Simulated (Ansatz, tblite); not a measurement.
**GeH2Me(vinyl) (C3H8Ge): removing and adding an electron**

Aim: the energy of removing and adding an electron for GeH2Me(vinyl) (C3H8Ge), by energy differences, and how well orbital energies stand in for it.

Computed with Ansatz 0.2.0, Gaussian basis. Level: as each input shows.

The runs, in order: charge +1 doublet, at the geometry of the singlet (PBE0-D4/def2-TZVP, PBE-D4/def2-TZVP, r2SCAN-D4/def2-TZVP); charge -1 doublet, at the geometry of the singlet (PBE0-D4/def2-TZVPD, PBE-D4/def2-TZVPD, r2SCAN-D4/def2-TZVPD); the starting singlet's energies come from earlier runs.

## 1. The geometry

The singlet was relaxed beforehand with r2SCAN-D4/def2-SVP.

12 atoms, charge 0, spin multiplicity 1.

Atoms are counted from 1 here; the program's logs count them from 0.

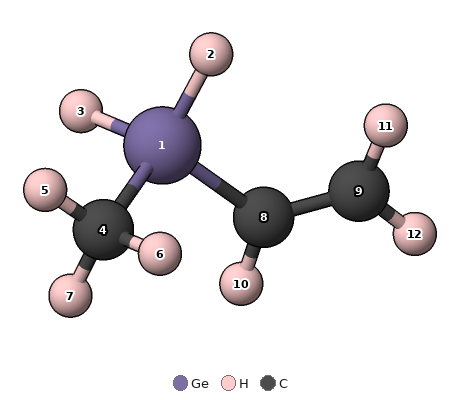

The structure; germanium purple, hydrogen pink, carbon dark grey; atoms are numbered from 1 in the order of the file.

Coordinates:

```xyz
12

Ge    0.78816    0.31902    0.31913
H     0.65942    0.29859    1.85407
H     2.27992    0.24710   -0.06375
C     0.02009    1.96075   -0.41436
H     0.55570    2.84436   -0.03639
H    -1.04045    2.04471   -0.13418
H     0.09006    1.95748   -1.51272
C    -0.14937   -1.23224   -0.37811
C    -0.82775   -2.09718    0.38829
H    -0.13340   -1.39851   -1.46526
H    -0.87945   -1.98752    1.47870
H    -1.36294   -2.95656   -0.03542
```

## 2. Charge +1 doublet at the fixed geometry, first pass, PBE0-D4/def2-SVP

The input, in.yaml:

```yaml
crystal:
  periodic: [false, false, false]
  atoms:
    - {symbol: Ge, position_ang: [0.788162, 0.319019, 0.319127]}
    - {symbol: H, position_ang: [0.659419, 0.298586, 1.854074]}
    - {symbol: H, position_ang: [2.279920, 0.247104, -0.063754]}
    - {symbol: C, position_ang: [0.020087, 1.960746, -0.414362]}
    - {symbol: H, position_ang: [0.555696, 2.844363, -0.036388]}
    - {symbol: H, position_ang: [-1.040447, 2.044707, -0.134183]}
    - {symbol: H, position_ang: [0.090063, 1.957485, -1.512719]}
    - {symbol: C, position_ang: [-0.149372, -1.232240, -0.378111]}
    - {symbol: C, position_ang: [-0.827748, -2.097176, 0.388288]}
    - {symbol: H, position_ang: [-0.133404, -1.398513, -1.465264]}
    - {symbol: H, position_ang: [-0.879450, -1.987523, 1.478704]}
    - {symbol: H, position_ang: [-1.362937, -2.956558, -0.035421]}
basis:
  gaussian: {orbitals: def2-SVP}
total_charge: 1
magnetization: {spin_polarized: true, initial_magnetization: 1}
hamiltonian: {xc: pbe0, dispersion: d4}
output: {orbitals: {seedname: orbitals}}
```

Started as:

```
$ ansatz run in.yaml --threads 4 --pin off --events-out ev --progress --plain --max-ram 3916MiB
```

The program printed:

```text
Functional definition: PBE0
  name "PBE0"
  cite "Adamo & Barone, J. Chem. Phys. 110, 6158 (1999) doi:10.1063/1.478522"
  cite "Perdew, Burke & Ernzerhof, Phys. Rev. Lett. 77, 3865 (1996) doi:10.1103/PhysRevLett.77.3865"
  parent pbe
  parameter a = 0.25
  parameter kappa = 0.804
  parameter beta = 0.06672455060314922
  exchange = (1 - a)*pbe_x(kappa = kappa, mu = beta*pi^2/3) + a*exact_x
  correlation = pbe_c(beta = beta)
1167 factors; integrals over basis functions are off by at most 1.3e-3 eV
mean field evaluation 1: about -59712.5527 eV, gradient 5.3e1 eV
mean field evaluation 2: about -59693.2413 eV, gradient 7.6e1 eV
mean field evaluation 4: about -59727.0910 eV, gradient 1.5e1 eV
mean field evaluation 8: about -59728.5267 eV, gradient 5.8e-1 eV
mean field evaluation 16: about -59728.7150 eV, gradient 9.8e-3 eV
mean field evaluation 32: about -59728.7150 eV, gradient 4.4e-5 eV
mean field -59728.71501977 eV, -2194.9897913992 hartree, gradient 4.4e-5 eV, S^2 0.757065; 4 other end points of the search recorded, 0 dependent functions left out
reference -59728.71504830 eV, -2194.9897924479 hartree; 29, 28 occupied and 85, 86 virtual orbitals, 1167 factors
Total energy: -59728.87245710 eV, -2194.9955771146 hartree
```

Wall time 13 s (4 threads of Intel Xeon at 2.50GHz, shared host).

From the report: HOMO -13.99 eV, LUMO -11.70 eV (over both spins); ⟨S²⟩ 0.757 (pure: 0.75).

## 3. Charge +1 doublet at the fixed geometry, PBE0-D4/def2-TZVP

start.molden holds the orbitals of an earlier run on this state, given as this run's starting guess.

Changes to in.yaml since step 2:

```diff
@@ -16,3 +16,3 @@
 basis:
-  gaussian: {orbitals: def2-SVP}
+  gaussian: {orbitals: def2-TZVP, initial_orbitals: start.molden}
 total_charge: 1
@@ -20,2 +20,3 @@
 hamiltonian: {xc: pbe0, dispersion: d4}
+scf: {omitted_lower_state_checks: [starts]}
 output: {orbitals: {seedname: orbitals}}
```

The command is unchanged.

The program printed:

```text
Functional definition: PBE0
  name "PBE0"
  cite "Adamo & Barone, J. Chem. Phys. 110, 6158 (1999) doi:10.1063/1.478522"
  cite "Perdew, Burke & Ernzerhof, Phys. Rev. Lett. 77, 3865 (1996) doi:10.1103/PhysRevLett.77.3865"
  parent pbe
  parameter a = 0.25
  parameter kappa = 0.804
  parameter beta = 0.06672455060314922
  exchange = (1 - a)*pbe_x(kappa = kappa, mu = beta*pi^2/3) + a*exact_x
  correlation = pbe_c(beta = beta)
these checks for a lower state are left out or cut short: starts
1293 factors; their error is unknown
mean field evaluation 1: about -59737.2013 eV, gradient 9.1e1 eV
mean field evaluation 2: about -59739.0608 eV, gradient 2.2e0 eV
mean field evaluation 4: about -59739.3329 eV, gradient 3.0e-1 eV
mean field evaluation 8: about -59739.3332 eV, gradient 5.1e-5 eV
mean field -59739.33322619 eV, -2195.3800032879 hartree, gradient 7.2e-6 eV, S^2 0.757692; 0 other end points of the search recorded, 0 dependent functions left out
reference -59739.33325894 eV, -2195.3800044916 hartree; 29, 28 occupied and 160, 161 virtual orbitals, 1293 factors
Total energy: -59739.49066774 eV, -2195.3857891583 hartree
Checks for a lower state left out: starts
```

Wall time 13 s (4 threads of Intel Xeon at 2.50GHz, shared host); peak memory 0.59 GiB.

Report: HOMO -13.93 eV, LUMO -11.63 eV (over both spins); ⟨S²⟩ 0.758 (pure: 0.75).

## 4. Charge +1 doublet at the fixed geometry, PBE-D4/def2-TZVP

Changes to in.yaml since step 3:

```diff
@@ -19,3 +19,3 @@
 magnetization: {spin_polarized: true, initial_magnetization: 1}
-hamiltonian: {xc: pbe0, dispersion: d4}
+hamiltonian: {xc: pbe, dispersion: d4}
 scf: {omitted_lower_state_checks: [starts]}
```

Launched as before.

The program printed:

```text
Functional definition: PBE
  name "PBE"
  cite "Perdew, Burke & Ernzerhof, Phys. Rev. Lett. 77, 3865 (1996) doi:10.1103/PhysRevLett.77.3865"
  parent pbe
  parameter kappa = 0.804
  parameter beta = 0.06672455060314922
  exchange = pbe_x(kappa = kappa, mu = beta*pi^2/3)
  correlation = pbe_c(beta = beta)
these checks for a lower state are left out or cut short: starts
1250 factors; their error is unknown
mean field evaluation 1: about -59737.3290 eV, gradient 7.4e0 eV
mean field evaluation 2: about -59737.4728 eV, gradient 2.4e-1 eV
mean field evaluation 4: about -59737.4314 eV, gradient 8.6e-3 eV
mean field evaluation 8: about -59737.4314 eV, gradient 1.4e-5 eV
mean field -59737.43137729 eV, -2195.3101116300 hartree, gradient 1.4e-5 eV, S^2 0.753205; 0 other end points of the search recorded, 0 dependent functions left out
reference -59737.43142068 eV, -2195.3101132246 hartree; 29, 28 occupied and 160, 161 virtual orbitals, 1250 factors
Total energy: -59737.61767605 eV, -2195.3169579833 hartree
Checks for a lower state left out: starts
```

Run time: 7.5 s. Hardware: 4 threads of Intel Xeon at 2.50GHz, shared host.

Report: HOMO -12.95 eV, LUMO -12.34 eV (over both spins); ⟨S²⟩ 0.753 (pure: 0.75).

## 5. Charge +1 doublet at the fixed geometry, r2SCAN-D4/def2-TZVP

Changes to in.yaml since step 4:

```diff
@@ -19,3 +19,3 @@
 magnetization: {spin_polarized: true, initial_magnetization: 1}
-hamiltonian: {xc: pbe, dispersion: d4}
+hamiltonian: {xc: r2scan, dispersion: d4}
 scf: {omitted_lower_state_checks: [starts]}
```

The command is unchanged.

The program printed:

```text
Functional definition: r2SCAN
  name "r2SCAN"
  cite "Furness, Kaplan, Ning, Perdew & Sun, J. Phys. Chem. Lett. 11, 8208 (2020) doi:10.1021/acs.jpclett.0c02405"
  cite "Furness, Kaplan, Ning, Perdew & Sun, J. Phys. Chem. Lett. 11, 9248 (2020) doi:10.1021/acs.jpclett.0c03077"
  parent r2scan
  parameter k0 = 0.174
  parameter k1 = 0.065
  parameter a1 = 4.9479
  exchange = r2scan_x(k0 = k0, k1 = k1, a1 = a1)
  correlation = r2scan_c
these checks for a lower state are left out or cut short: starts
1250 factors; their error is unknown
mean field evaluation 1: about -59748.3668 eV, gradient 4.8e0 eV
mean field evaluation 2: about -59748.4156 eV, gradient 8.2e-2 eV
mean field evaluation 4: about -59748.3779 eV, gradient 2.2e-3 eV
mean field evaluation 8: about -59748.3779 eV, gradient 6.6e-5 eV
mean field -59748.37791628 eV, -2195.7123895181 hartree, gradient 2.7e-5 eV, S^2 0.757371; 0 other end points of the search recorded, 0 dependent functions left out
reference -59748.37793118 eV, -2195.7123900656 hartree; 29, 28 occupied and 160, 161 virtual orbitals, 1250 factors
Total energy: -59748.42395984 eV, -2195.7140815876 hartree
Checks for a lower state left out: starts
```

Wall time 12 s (4 threads of Intel Xeon at 2.50GHz, shared host).

HOMO -13.15 eV, LUMO -12.20 eV (over both spins); ⟨S²⟩ 0.757 (pure: 0.75).

## 6. Vertical ionisation energy

Charged state less starting state, singlet to doublet; the starting state's energies are those of its earlier runs.

```csv
level,vertical ionisation energy (eV),time
PBE-D4/def2-TZVP,+9.53,15 s
r2SCAN-D4/def2-TZVP,+9.56,22 s
PBE0-D4/def2-TZVP,+9.72,22 s
```

Times add the two runs; a level without a time comes out of a correlated run.

Beside −ε(HOMO) of the starting state:

```
              level  −ε(HOMO) (eV)  by difference (eV)  mismatch (eV)
   PBE-D4/def2-TZVP           6.60                9.53          -2.93
r2SCAN-D4/def2-TZVP           6.82                9.56          -2.74
  PBE0-D4/def2-TZVP           7.72                9.72          -2.00
```

## 7. Charge -1 doublet at the fixed geometry, first pass, PBE0-D4/def2-SVP

Changes to in.yaml since step 5:

```diff
@@ -16,7 +16,6 @@
 basis:
-  gaussian: {orbitals: def2-TZVP, initial_orbitals: start.molden}
-total_charge: 1
+  gaussian: {orbitals: def2-SVP}
+total_charge: -1
 magnetization: {spin_polarized: true, initial_magnetization: 1}
-hamiltonian: {xc: r2scan, dispersion: d4}
-scf: {omitted_lower_state_checks: [starts]}
+hamiltonian: {xc: pbe0, dispersion: d4}
 output: {orbitals: {seedname: orbitals}}
```

The command is unchanged.

The program printed:

```text
Functional definition: PBE0
  name "PBE0"
  cite "Adamo & Barone, J. Chem. Phys. 110, 6158 (1999) doi:10.1063/1.478522"
  cite "Perdew, Burke & Ernzerhof, Phys. Rev. Lett. 77, 3865 (1996) doi:10.1103/PhysRevLett.77.3865"
  parent pbe
  parameter a = 0.25
  parameter kappa = 0.804
  parameter beta = 0.06672455060314922
  exchange = (1 - a)*pbe_x(kappa = kappa, mu = beta*pi^2/3) + a*exact_x
  correlation = pbe_c(beta = beta)
1167 factors; integrals over basis functions are off by at most 1.3e-3 eV
mean field evaluation 1: about -59730.1878 eV, gradient 3.5e1 eV
mean field evaluation 2: about -59718.0475 eV, gradient 5.5e1 eV
mean field evaluation 4: about -59736.3304 eV, gradient 3.1e0 eV
mean field evaluation 8: about -59736.5521 eV, gradient 5.1e-1 eV
mean field evaluation 16: about -59736.5550 eV, gradient 1.0e-3 eV
mean field -59736.55499169 eV, -2195.2779050534 hartree, gradient 3.6e-5 eV, S^2 0.753096; 0 other end points of the search recorded, 0 dependent functions left out
reference -59736.55502104 eV, -2195.2779061321 hartree; 30, 29 occupied and 84, 85 virtual orbitals, 1167 factors
Total energy: -59736.77744229 eV, -2195.2860799620 hartree
```

Run time: 6.5 s. Hardware: 4 threads of Intel Xeon at 2.50GHz, shared host.

HOMO 3.76 eV, LUMO 5.83 eV (over both spins); ⟨S²⟩ 0.753 (pure: 0.75). Doubts: highest occupied level lies above zero.

## 8. Charge -1 doublet at the fixed geometry, PBE0-D4/def2-TZVPD

Changes to in.yaml since step 7:

```diff
@@ -16,3 +16,3 @@
 basis:
-  gaussian: {orbitals: def2-SVP}
+  gaussian: {orbitals: def2-TZVPD, initial_orbitals: start.molden}
 total_charge: -1
@@ -20,2 +20,3 @@
 hamiltonian: {xc: pbe0, dispersion: d4}
+scf: {omitted_lower_state_checks: [starts]}
 output: {orbitals: {seedname: orbitals}}
```

The command is unchanged.

The program printed:

```text
Functional definition: PBE0
  name "PBE0"
  cite "Adamo & Barone, J. Chem. Phys. 110, 6158 (1999) doi:10.1063/1.478522"
  cite "Perdew, Burke & Ernzerhof, Phys. Rev. Lett. 77, 3865 (1996) doi:10.1103/PhysRevLett.77.3865"
  parent pbe
  parameter a = 0.25
  parameter kappa = 0.804
  parameter beta = 0.06672455060314922
  exchange = (1 - a)*pbe_x(kappa = kappa, mu = beta*pi^2/3) + a*exact_x
  correlation = pbe_c(beta = beta)
these checks for a lower state are left out or cut short: starts
1356 factors; their error is unknown
mean field evaluation 1: about -59744.8829 eV, gradient 9.3e1 eV
mean field evaluation 2: about -59747.2138 eV, gradient 3.5e0 eV
mean field evaluation 4: about -59747.6701 eV, gradient 7.5e-2 eV
mean field evaluation 8: about -59747.8846 eV, gradient 1.4e-4 eV
mean field -59747.88457629 eV, -2195.6942596081 hartree, gradient 2.1e-5 eV, S^2 0.753414; 0 other end points of the search recorded, 0 dependent functions left out
reference -59747.88461907 eV, -2195.6942611802 hartree; 30, 29 occupied and 207, 208 virtual orbitals, 1356 factors
Total energy: -59748.10704032 eV, -2195.7024350102 hartree
Checks for a lower state left out: starts
```

It took 26 s on 4 threads of Intel Xeon at 2.50GHz, shared host; peak memory 0.84 GiB.

HOMO 2.42 eV, LUMO 3.68 eV (over both spins); ⟨S²⟩ 0.753 (pure: 0.75). Doubts: highest occupied level lies above zero.

## 9. Charge -1 doublet at the fixed geometry, PBE-D4/def2-TZVPD

Changes to in.yaml since step 8:

```diff
@@ -19,3 +19,3 @@
 magnetization: {spin_polarized: true, initial_magnetization: 1}
-hamiltonian: {xc: pbe0, dispersion: d4}
+hamiltonian: {xc: pbe, dispersion: d4}
 scf: {omitted_lower_state_checks: [starts]}
```

Launched as before.

The program printed:

```text
Functional definition: PBE
  name "PBE"
  cite "Perdew, Burke & Ernzerhof, Phys. Rev. Lett. 77, 3865 (1996) doi:10.1103/PhysRevLett.77.3865"
  parent pbe
  parameter kappa = 0.804
  parameter beta = 0.06672455060314922
  exchange = pbe_x(kappa = kappa, mu = beta*pi^2/3)
  correlation = pbe_c(beta = beta)
these checks for a lower state are left out or cut short: starts
1303 factors; their error is unknown
mean field evaluation 1: about -59745.9306 eV, gradient 7.5e0 eV
mean field evaluation 2: about -59746.0449 eV, gradient 1.4e-1 eV
mean field evaluation 4: about -59746.0043 eV, gradient 3.8e-3 eV
mean field evaluation 8: about -59746.0043 eV, gradient 2.0e-5 eV
mean field -59746.00427718 eV, -2195.6251598900 hartree, gradient 2.0e-5 eV, S^2 0.751131; 0 other end points of the search recorded, 0 dependent functions left out
reference -59746.00433455 eV, -2195.6251619986 hartree; 30, 29 occupied and 207, 208 virtual orbitals, 1303 factors
Total energy: -59746.26715972 eV, -2195.6348206453 hartree
Checks for a lower state left out: starts
```

Run time: 19 s. Hardware: 4 threads of Intel Xeon at 2.50GHz, shared host.

Report: HOMO 2.75 eV, LUMO 3.19 eV (over both spins); ⟨S²⟩ 0.751 (pure: 0.75). Doubts: highest occupied level lies above zero.

## 10. Charge -1 doublet at the fixed geometry, r2SCAN-D4/def2-TZVPD

Changes to in.yaml since step 9:

```diff
@@ -19,3 +19,3 @@
 magnetization: {spin_polarized: true, initial_magnetization: 1}
-hamiltonian: {xc: pbe, dispersion: d4}
+hamiltonian: {xc: r2scan, dispersion: d4}
 scf: {omitted_lower_state_checks: [starts]}
```

Same command.

The program printed:

```text
Functional definition: r2SCAN
  name "r2SCAN"
  cite "Furness, Kaplan, Ning, Perdew & Sun, J. Phys. Chem. Lett. 11, 8208 (2020) doi:10.1021/acs.jpclett.0c02405"
  cite "Furness, Kaplan, Ning, Perdew & Sun, J. Phys. Chem. Lett. 11, 9248 (2020) doi:10.1021/acs.jpclett.0c03077"
  parent r2scan
  parameter k0 = 0.174
  parameter k1 = 0.065
  parameter a1 = 4.9479
  exchange = r2scan_x(k0 = k0, k1 = k1, a1 = a1)
  correlation = r2scan_c
these checks for a lower state are left out or cut short: starts
1303 factors; their error is unknown
mean field evaluation 1: about -59756.8698 eV, gradient 4.7e0 eV
mean field evaluation 2: about -59756.9172 eV, gradient 7.5e-2 eV
mean field evaluation 4: about -59756.8853 eV, gradient 4.6e-3 eV
mean field evaluation 8: about -59756.8853 eV, gradient 1.5e-5 eV
mean field -59756.88529110 eV, -2196.0250297761 hartree, gradient 1.8e-5 eV, S^2 0.754130; 0 other end points of the search recorded, 0 dependent functions left out
reference -59756.88531336 eV, -2196.0250305942 hartree; 30, 29 occupied and 207, 208 virtual orbitals, 1303 factors
Total energy: -59756.95243880 eV, -2196.0274974087 hartree
Checks for a lower state left out: starts
```

Run time: 30 s. Hardware: 4 threads of Intel Xeon at 2.50GHz, shared host.

From the report: HOMO 2.74 eV, LUMO 3.27 eV (over both spins); ⟨S²⟩ 0.754 (pure: 0.75). Doubts: highest occupied level lies above zero.

## 11. Vertical electron affinity

Starting state less charged state (positive: the electron is bound), singlet to doublet; the starting state's energies are those of its earlier runs.

```csv
level,vertical electron affinity (eV),time
PBE-D4/def2-TZVPD,-0.91,29 s
r2SCAN-D4/def2-TZVPD,-1.04,46 s
PBE0-D4/def2-TZVPD,-1.12,39 s
```

Times add the two runs; a level without a time comes out of a correlated run.

Beside −ε(LUMO) of the starting state:

| level | −ε(LUMO) (eV) | by difference (eV) | mismatch (eV) |
| --- | --- | --- | --- |
| PBE-D4/def2-TZVPD | 1.33 | -0.91 | +2.24 |
| r2SCAN-D4/def2-TZVPD | 1.09 | -1.04 | +2.13 |
| PBE0-D4/def2-TZVPD | 0.35 | -1.12 | +1.47 |

## 12. What came out

| quantity | value |
| --- | --- |
| vertical ionisation energy, functionals in def2-TZVP | 9.53 (PBE-D4) to 9.72 eV (PBE0-D4) |
| vertical electron affinity, functionals in def2-TZVPD | -1.12 (PBE0-D4) to -0.91 eV (PBE-D4) |

**Reading.** The vertical ionisation energy spans 9.53 to 9.72 eV over the functionals. −ε(HOMO) misses the level's own difference by -2.00 eV at best (PBE0-D4) and -2.93 eV at worst (PBE-D4). The vertical electron affinity spans -1.12 to -0.91 eV over the functionals. A negative affinity means an unbound electron, held by the basis alone. −ε(LUMO) misses the level's own difference by +1.47 eV at best (PBE0-D4) and +2.24 eV at worst (PBE-D4).
